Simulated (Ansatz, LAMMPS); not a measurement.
## Free surface of ionic liquid MMIM+ acetate at 300 K (92 atoms) in motion

Wanted: a short trajectory of free surface of ionic liquid MMIM+ acetate at 300 K (92 atoms) with its pair distributions.

Program: Ansatz 0.2.0. Level of theory: Kohn-Sham DFT, PBE+D3(BJ), PAW (set soft_2), plane waves. Results are calculated unless marked as measured.

### 1. Starting point

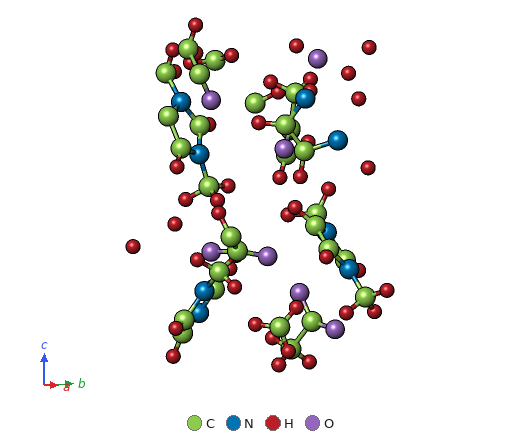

Start, viewed from the side, with the c axis up; carbon green, nitrogen blue, hydrogen red, oxygen purple. Bonds to atoms that aren't drawn are left out.

The cell holds 92 atoms: 28 C, 8 N, 48 H and 8 O. Cell: a = 8.899 Å, b = 8.899 Å, c = 23.654 Å, α = 90.0°, β = 90.0°, γ = 90.0°. 4 MMIM+, 4 acetate placed at random, at 1.12 g/cm³, as a film with 12 Å of vacuum; overlaps pushed apart, then 10 ps at 340 K with MMFF94 bonds, angles, torsions, charges and radii (Halgren, J. Comput. Chem. 17, 490 (1996)) in harmonic and 12-6 forms; charges of ions scaled by 0.8. Snapshot after 30 ps at 300 K and fixed volume. Vacuum lies along c.

Limits known from the start: The network of contacts between molecules at the start is that of the classical potential that made the cell, and needn't be the one that DFT or experiment would give. Only the Γ point is sampled, in a cell whose shortest periodic width is 9 Å.

### 2. Single point at the start

A single point comes first, to see the forces before anything moves.

Contents of input.yaml:

```yaml
crystal:
  lattice:
    - [8.89919, 0.0, 0.0]
    - [0.0, 8.89919, 0.0]
    - [0.0, 0.0, 23.65416]
  atoms:
    - { symbol: C, position: [0.80337, 0.88947, 0.3216] }
    - { symbol: "N", position: [0.7176, 0.84556, 0.36769] }
    - { symbol: C, position: [0.76565, 0.72862, 0.4027] }
    - { symbol: C, position: [0.66051, 0.70575, 0.44122] }
    [... 82 atom lines left out ...]
    - { symbol: C, position: [0.92495, 0.04573, 0.70335] }
    - { symbol: O, position: [0.03142, 0.96046, 0.71352] }
    - { symbol: O, position: [0.89013, 0.11468, 0.65827] }
    - { symbol: H, position: [0.71145, 0.11032, 0.73565] }
    - { symbol: H, position: [0.77298, 0.91971, 0.74201] }
    - { symbol: H, position: [0.84645, 0.05719, 0.78473] }
kpoints:
  mp_grid: { grid: [1, 1, 1] }
hamiltonian:
  xc: pbe
  dispersion: d3bj
scf:
  occupations: { method: fixed }
output:
  forces: true
```

On the command line:

```
> ansatz run input.yaml --threads 4 --pin off --max-ram 8192MiB --backend cpu --events-out ev --progress --plain --runs-dir out
```

Elapsed: 15 s, on 4 threads of Arm Neoverse V2, shared host; peak memory 1.5 GiB.

Read from the output:

| Property | Result |
| --- | --- |
| free energy | -15401.6370 eV |
| free energy per atom | -167.4091 eV/atom |
| SCF cycles | 10 |
| r.m.s. force component | 1.046 eV/Å |
| longest force | 4.588 eV/Å |
| Fermi energy | -1.438 eV |

The r.m.s. force component of 1.0 eV/Å sets the starting point.

Length of the force by element:

| element | coordination | atoms | mean length of the force (eV/Å) | spread | least | most |
| --- | --- | --- | --- | --- | --- | --- |
| C | all | 28 | 2.20 | 0.911 | 0.473 | 4.59 |
| H | all | 48 | 0.955 | 0.612 | 0.238 | 3.24 |
| N | all | 8 | 2.26 | 0.56 | 1.48 | 3.23 |
| O | all | 8 | 1.83 | 1.22 | 0.583 | 4.52 |

### 3. Dynamics at 300 K

A Nosé–Hoover thermostat steers the temperature while disturbing the dynamics little. The time step is 0.5 fs, short enough for the stretching of bonds to hydrogen.

input.yaml: that of step 2 with these lines changed.

```diff
@@ -16 +16,8 @@
   forces: true
+md:
+  timestep: 0.5
+  n_steps: 510
+  ensemble: nvt_nose_hoover
+  temperature: 300
+  initial_velocities: maxwell_boltzmann
+  seed: 3344
```

Elapsed: 30 min, on 4 threads; peak memory 1.5 GiB; 1.9 h of CPU time.

The program notes that it switched symmetry off.

Rows from the run:

| time (fs) | T (K) | potential (meV/atom) | conserved (meV/atom) |
| --- | --- | --- | --- |
| 0.0 | 300 | 0.0 | 0.00 |
| 17.0 | 329 | -3.9 | -0.02 |
| 34.0 | 304 | -1.3 | -0.02 |
| 51.0 | 362 | -9.6 | -0.04 |
| 68.0 | 361 | -10.9 | -0.09 |
| 85.0 | 294 | -4.2 | -0.05 |
| 102.0 | 384 | -17.6 | -0.08 |
| 119.0 | 334 | -13.2 | -0.06 |
| 136.0 | 290 | -9.2 | -0.04 |
| 153.0 | 318 | -13.8 | -0.07 |
| 170.0 | 272 | -8.7 | -0.09 |
| 187.0 | 331 | -16.7 | -0.11 |
| 204.0 | 310 | -14.5 | -0.10 |
| 221.0 | 324 | -16.7 | -0.10 |
| 238.0 | 353 | -20.8 | -0.08 |
| 255.0 | 312 | -16.3 | -0.08 |

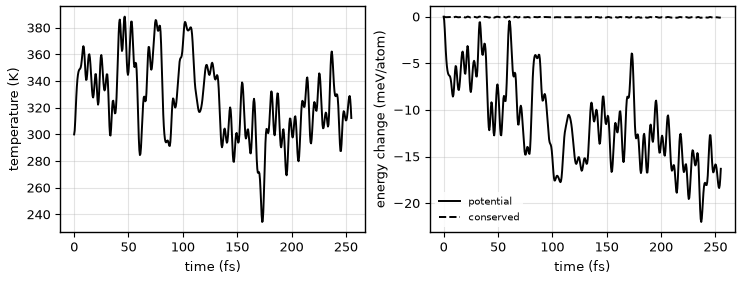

Temperature and energies against time.

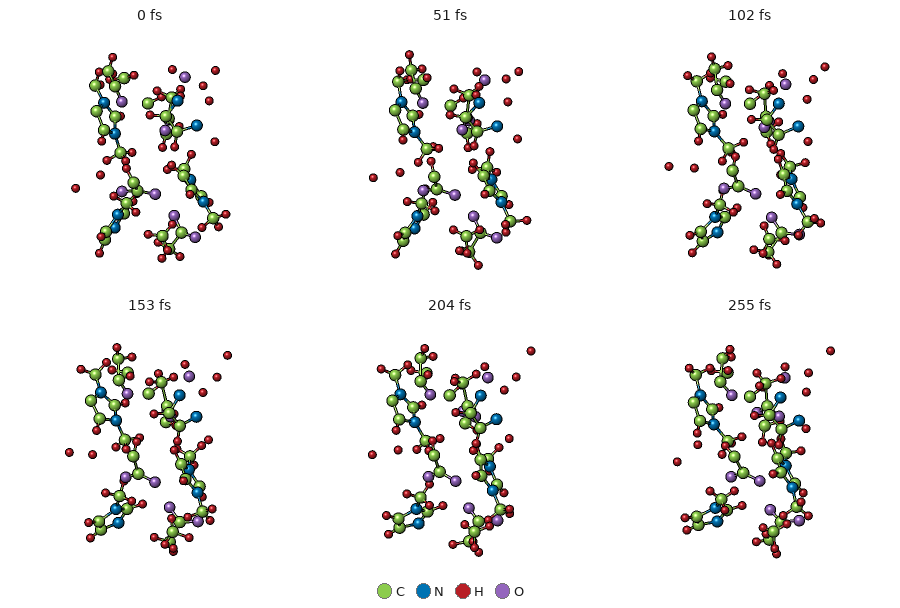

6 frames of the run. Bonds to atoms that aren't drawn are left out.

Mean square displacement from the first frame to the last: C 0.59 Å², N 0.29 Å², H 1.7 Å², O 0.60 Å².

Table of mean square displacement by time lag:

| time lag (fs) | C (Å²) | H (Å²) | N (Å²) | O (Å²) |
| --- | --- | --- | --- | --- |
| 20 | 0.0160 | 0.0847 | 0.0127 | 0.0177 |
| 40 | 0.0401 | 0.206 | 0.0305 | 0.0405 |
| 60 | 0.0744 | 0.369 | 0.0485 | 0.0718 |
| 80 | 0.121 | 0.564 | 0.0667 | 0.120 |
| 100 | 0.168 | 0.748 | 0.0738 | 0.166 |
| 120 | 0.225 | 0.934 | 0.0880 | 0.222 |

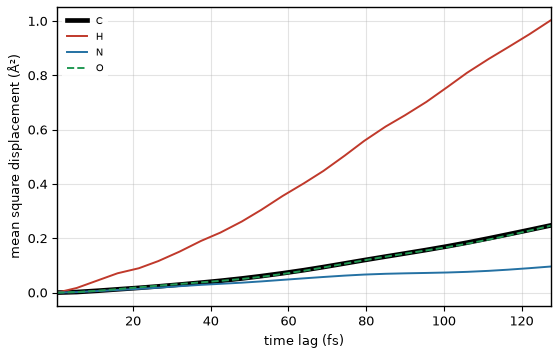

Mean square displacement, plotted against time lag.

The drift taken off is the plain mean over atoms, not the centre of mass, so with hydrogen in the cell the heavy atoms' values at short lags are too large.

Over the second half of 255 fs the temperature averages 309 K with swings of 22 K r.m.s. The conserved energy stays within 0.12 meV/atom. From first frame to last H has the largest mean square displacement, 1.7 Å² at the end; the farthest move is 3.39 Å. The run spans 0.26 ps, too short for its means to be equilibrium values.

### 4. Local order late in the run

The g(r) is a mean over the second half.

Mean of 14 frames; normalised to the volume that the atoms fill. g(r), total and by pair (bins of 0.2 Å):

| r (Å) | total | H-H | H-C | H-N | H-O | C-C | C-N |
| --- | --- | --- | --- | --- | --- | --- | --- |
| 1.00 | 2.81 | 0.00 | 8.85 | 0.00 | 0.00 | 0.00 | 0.00 |
| 1.20 | 2.54 | 0.00 | 6.25 | 0.00 | 0.00 | 0.00 | 0.30 |
| 1.40 | 1.74 | 0.00 | 0.00 | 0.00 | 0.00 | 3.11 | 26.30 |
| 1.60 | 0.35 | 0.44 | 0.00 | 0.00 | 0.00 | 1.77 | 1.25 |
| 1.80 | 1.26 | 4.42 | 0.00 | 0.00 | 0.65 | 0.00 | 0.00 |
| 2.00 | 0.59 | 0.21 | 0.11 | 4.25 | 1.25 | 0.00 | 0.00 |
| 2.20 | 1.82 | 0.40 | 1.29 | 7.43 | 0.78 | 2.08 | 3.69 |
| 2.40 | 0.64 | 0.72 | 0.27 | 0.02 | 0.89 | 1.34 | 0.00 |
| 2.60 | 0.87 | 0.90 | 0.81 | 0.00 | 1.71 | 1.94 | 0.00 |
| 2.80 | 0.89 | 0.89 | 1.46 | 0.06 | 1.57 | 0.01 | 0.00 |
| 3.00 | 0.77 | 0.79 | 1.05 | 0.19 | 1.48 | 0.00 | 0.00 |
| 3.20 | 1.02 | 0.78 | 1.48 | 0.78 | 1.79 | 0.17 | 0.00 |
| 3.40 | 0.85 | 0.79 | 0.98 | 0.61 | 1.38 | 0.26 | 0.11 |
| 3.60 | 0.87 | 0.85 | 0.62 | 0.43 | 1.00 | 1.41 | 1.26 |
| 3.80 | 0.89 | 1.09 | 0.62 | 0.89 | 1.00 | 1.04 | 0.32 |
| 4.00 | 0.97 | 0.80 | 0.97 | 1.46 | 1.01 | 1.10 | 0.44 |
| 4.20 | 1.08 | 0.96 | 1.08 | 1.56 | 0.94 | 1.00 | 1.02 |
| 4.40 | 0.99 | 0.89 | 0.98 | 1.23 | 1.11 | 0.89 | 1.08 |
| 4.60 | 1.02 | 0.77 | 1.12 | 1.05 | 1.29 | 0.87 | 1.52 |
| 4.80 | 1.00 | 0.85 | 1.02 | 0.92 | 0.85 | 1.30 | 1.27 |
| 5.00 | 1.02 | 0.97 | 1.01 | 0.88 | 0.86 | 1.25 | 1.29 |
| 5.20 | 1.05 | 1.08 | 1.08 | 1.18 | 0.72 | 1.17 | 1.23 |
| 5.40 | 1.04 | 1.06 | 1.02 | 1.15 | 0.86 | 1.25 | 0.79 |
| 5.60 | 1.00 | 0.98 | 0.96 | 1.11 | 0.97 | 1.01 | 1.05 |
| 5.80 | 0.99 | 0.94 | 0.99 | 1.09 | 1.07 | 1.00 | 1.01 |
| 6.00 | 1.00 | 0.98 | 0.98 | 0.99 | 0.96 | 1.07 | 1.15 |
| 6.20 | 0.92 | 0.89 | 0.98 | 0.78 | 0.81 | 0.96 | 1.08 |
| 6.40 | 0.84 | 0.79 | 0.87 | 0.75 | 0.91 | 0.71 | 1.07 |

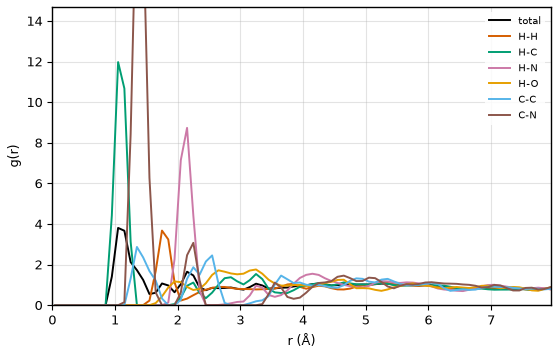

Pair distribution functions, lightly smoothed, with peaks cut at 14.

### 5. Single point at the last frame

The last frame is solved again with fuller output, to read the electronic structure of a thermally displaced geometry.

Contents of input.yaml:

```yaml
crystal:
  lattice:
    - [8.89919, 0.0, 0.0]
    - [0.0, 8.89919, 0.0]
    - [0.0, 0.0, 23.65416]
  atoms:
    - { symbol: C, position: [0.76867, 0.7689, 0.32598] }
    - { symbol: "N", position: [0.67732, 0.76995, 0.37934] }
    - { symbol: C, position: [0.70004, 0.66739, 0.42381] }
    - { symbol: C, position: [0.58589, 0.68623, 0.4617] }
    [... 82 atom lines left out ...]
    - { symbol: C, position: [0.9122, 0.094, 0.68694] }
    - { symbol: O, position: [0.98886, 0.97598, 0.68245] }
    - { symbol: O, position: [0.90556, 0.19031, 0.64811] }
    - { symbol: H, position: [0.77685, 0.23525, 0.75549] }
    - { symbol: H, position: [0.7784, 0.04083, 0.76893] }
    - { symbol: H, position: [0.94922, 0.15734, 0.77968] }
kpoints:
  mp_grid: { grid: [1, 1, 1] }
hamiltonian:
  xc: pbe
  dispersion: d3bj
scf:
  occupations: { method: fixed }
output:
  forces: true
  populations: true
  dos:
    method: { smearing: { sigma: 0.08 } }
    de: 0.1
    projected: { site_lists: { C: [C], H: [H], "N": ["N"], O: [O] } }
  eigenvalues: true
  write_density: true
  write_potential: true
  volumetric_format: npy
  elf: true
```

Wall time 13 s (4 threads); peak memory 1.6 GiB; 48 s of CPU time.

The program notes that the exchange-correlation potential is rough where the density is thin.

The run gave:

```
free energy                                      : -15403.1376 eV
free energy per atom                             : -167.4254 eV/atom
SCF cycles                                       : 10
r.m.s. force component                           : 0.8475 eV/Å
longest force                                    : 3.837 eV/Å
Fermi energy                                     : -1.672 eV
gap (highest filled to lowest empty level) : 2.562 eV
spilling of the projection                       : 0.01468
```

Length of the force by element:

| element | coordination | atoms | mean length of the force (eV/Å) | spread | least | most |
| --- | --- | --- | --- | --- | --- | --- |
| C | all | 28 | 1.90 | 0.850 | 0.469 | 3.84 |
| H | all | 48 | 0.802 | 0.404 | 0.0563 | 2.16 |
| N | all | 8 | 1.46 | 0.335 | 0.741 | 1.84 |
| O | all | 8 | 1.33 | 0.892 | 0.415 | 3.52 |

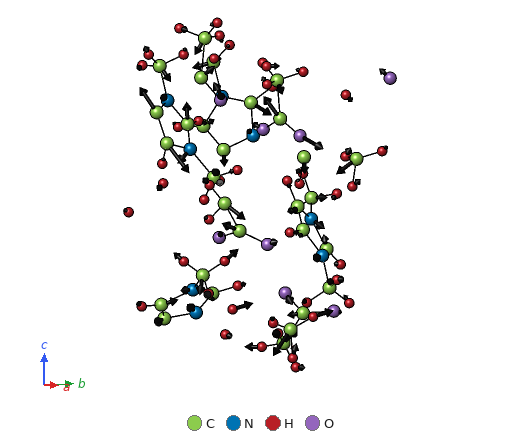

Forces as arrows; the longest in the cell is 3.84 eV/Å. Bonds to atoms that aren't drawn are left out. Some periodic images of atoms are drawn too.

Löwdin charges by element (they lack the spilled electrons, 0.040 e an atom on average):

| element | coordination | atoms | mean charge (e) | spread | least | most |
| --- | --- | --- | --- | --- | --- | --- |
| C | all | 28 | -0.103 | 0.336 | -0.568 | 0.555 |
| H | all | 48 | 0.221 | 0.0234 | 0.161 | 0.259 |
| N | all | 8 | 0.0484 | 0.0135 | 0.0288 | 0.0695 |
| O | all | 8 | -0.559 | 0.0195 | -0.592 | -0.534 |

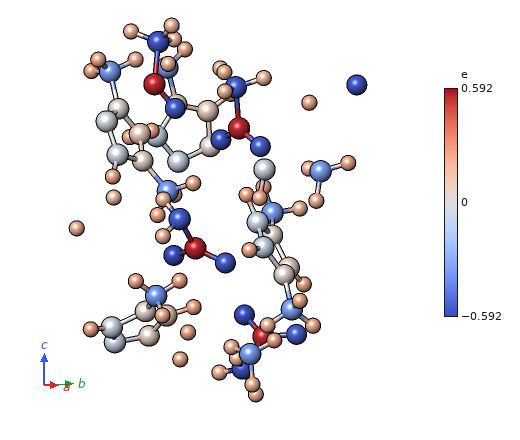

Atoms coloured by Löwdin charge. Bonds to atoms that aren't drawn are left out. Some periodic images of atoms are drawn too.

Density of states as counts of states in windows of 1 eV (from the Fermi level), total and the larger projections:

| from (eV) | to (eV) | total | C p | H s | O p | N p |
| --- | --- | --- | --- | --- | --- | --- |
| -10 | -9 | 8.0 | 3.5 | 2.0 | 0.0 | 1.1 |
| -9 | -8 | 4.4 | 2.0 | 0.4 | 0.0 | 1.8 |
| -8 | -7 | 30.8 | 13.3 | 5.5 | 2.4 | 6.1 |
| -7 | -6 | 25.7 | 13.6 | 6.1 | 1.1 | 3.4 |
| -6 | -5 | 37.5 | 19.9 | 8.5 | 5.4 | 1.8 |
| -5 | -4 | 16.0 | 6.3 | 2.7 | 5.5 | 0.3 |
| -4 | -3 | 11.5 | 3.7 | 1.8 | 2.3 | 3.6 |
| -3 | -2 | 7.0 | 4.8 | 0.4 | 0.1 | 1.6 |
| -2 | -1 | 8.3 | 3.1 | 0.0 | 4.9 | 0.2 |
| -1 | 0 | 18.2 | 1.9 | 0.2 | 15.4 | 0.0 |
| 0 | 1 | 0.8 | 0.0 | 0.0 | 0.8 | 0.0 |
| 1 | 2 | 0.0 | 0.0 | 0.0 | 0.0 | 0.0 |
| 2 | 3 | 6.0 | 3.1 | 0.5 | 0.0 | 2.0 |
| 3 | 4 | 15.9 | 7.0 | 2.5 | 0.1 | 1.4 |
| 4 | 5 | 21.1 | 4.3 | 3.7 | 1.4 | 0.4 |

The curve was stored every 0.10 eV, coarse against its broadening of 0.08 eV, so these counts are rough.

With fixed occupations the program's Fermi level is the highest filled level; weight inside the gap is the broadening of levels at its edges.

Between -23 and -10 eV lie 80 more states.

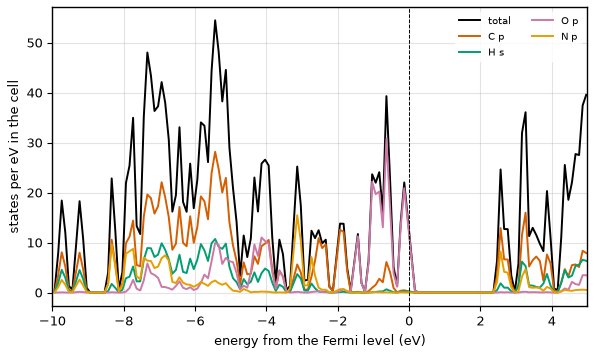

Total and projected density of states, with the broadening of the input.

The levels nearest the highest filled one (over half full), pooled over k-points and spins:

| level less the highest filled one (eV) | occupation |
| --- | --- |
| -0.638 | 2 |
| -0.621 | 2 |
| -0.523 | 2 |
| -0.194 | 2 |
| -0.138 | 2 |
| 0 | 2 |
| 2.56 | 0 |
| 2.58 | 0 |
| 2.76 | 0 |
| 3.16 | 0 |
| 3.22 | 0 |
| 3.23 | 0 |

Planar average of the electrostatic potential energy along the normal, with the Fermi level as zero, after a running mean with a triangular window 4 Å wide at its base:

| height (Å) | potential energy (eV) |
| --- | --- |
| 0.0 | 4.18 |
| 0.9 | 4.16 |
| 1.9 | 4.13 |
| 2.8 | 4.08 |
| 3.7 | 3.84 |
| 4.7 | 2.85 |
| 5.6 | 1.16 |
| 6.7 | -0.51 |
| 7.5 | -0.28 |
| 8.4 | 0.71 |
| 9.5 | 0.96 |
| 10.3 | 0.62 |
| 11.2 | 0.53 |
| 12.3 | 0.30 |
| 13.2 | -0.30 |
| 14.0 | -0.66 |
| 15.1 | -0.49 |
| 16.0 | 0.04 |
| 16.9 | 0.99 |
| 17.9 | 2.54 |
| 18.8 | 3.60 |
| 19.8 | 4.12 |
| 20.7 | 4.23 |
| 21.6 | 4.22 |
| 22.6 | 4.20 |
| 23.5 | 4.18 |

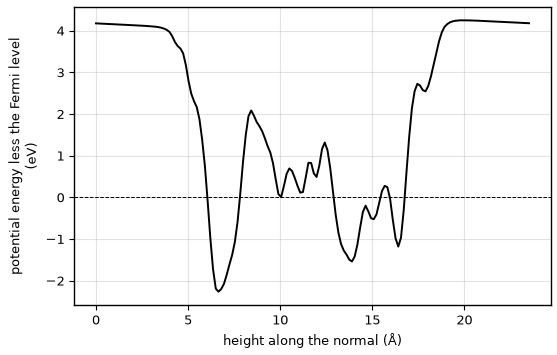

Planar average of the electrostatic potential energy; the dashed line is the Fermi level.

Mean Löwdin charges: C -0.10, H +0.22, N +0.05, O -0.56 e (they miss 1.5 % of the electrons, so they add up to more than the cell's charge). The largest share in the top eV of filled states is O p (86 % of the projected weight), and in the lowest eV of empty states C p (55 % of the projected weight). The potential slopes across the vacuum by 0.022 eV/Å: the slab bears a dipole, and with periodic images along the normal there is no flat vacuum level to read.

### 6. What came out

| Item | Value |
| --- | --- |
| mean temperature, second half | 309.1 K |
| temperature swing, second half | 22.1 K |
| slope of the conserved energy against time, by least squares | -0.1651 meV/atom/ps |
| free energy per atom | -167.4254 eV/atom |
| r.m.s. force component | 0.8475 eV/Å |
| gap (highest filled to lowest empty level) | 2.562 eV |
| wall time of the 3 DFT runs | 31 min |

**Reading.** Over the second half of 255 fs the temperature averages 309 K with swings of 22 K r.m.s. The conserved energy stays within 0.12 meV/atom. The run spans 0.26 ps, too short for its means to be equilibrium values. Between filled and empty levels lie 2.56 eV (at Γ alone); a semilocal functional tends to put such gaps too low.

**Limits.** The slab bears a dipole and has periodic images along its normal, so a spurious field crosses the vacuum.

[Logs are printed without paths, hosts, clocks, repeated set-up lines and the standing remarks that a program may print on its own settings, such as how far it seeks lower states.]

[Hosts, paths, dates, database ids (printed as entryN), source tags and the programs' standing remarks are cut or masked in the printed files.]

[The MMFF94 radii named for the starting cell were scaled by 0.96; in molecules described by MMFF94, hydrogen bound to N, O or S took a small fixed 12-6 site in their place.]
